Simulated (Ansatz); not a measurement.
```sh
ansatz run in.yaml --threads 4 --pin off --events-out ev --progress --plain --max-ram 9574MiB
```

```yaml
crystal:
  periodic: [false, false, false]
  atoms:
    - {symbol: Si, position_ang: [-1.163562, -0.288227, -0.032810]}
    - {symbol: Cl, position_ang: [3.398400, 0.831163, -0.089513]}
    - {symbol: F, position_ang: [-0.874573, -1.419534, -1.082667]}
    - {symbol: F, position_ang: [-1.610772, 1.008254, -0.797638]}
    - {symbol: H, position_ang: [-2.177109, -0.708568, 0.930550]}
    - {symbol: H, position_ang: [2.234086, 0.541131, 0.360112]}
    - {symbol: F, position_ang: [0.193530, 0.035780, 0.712066]}
basis:
  gaussian: {orbitals: def2-TZVPP}
hamiltonian: {xc: {name: PBE-QIDH}}
```

What structure does this define?

The species is ClF3H2Si. Judged by distances it falls into 2 fragments: F3HSi, HCl. Coordination: 1 Si tetrahedral.

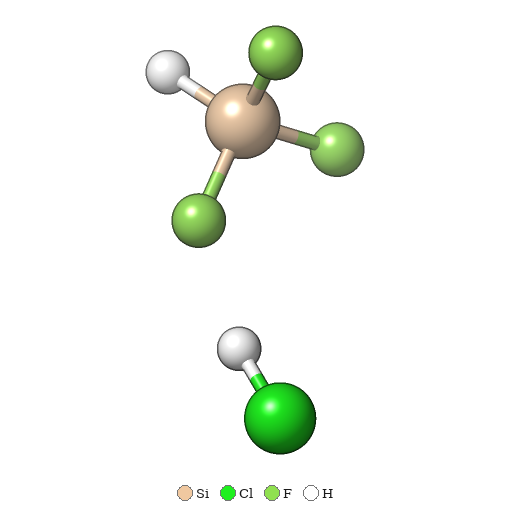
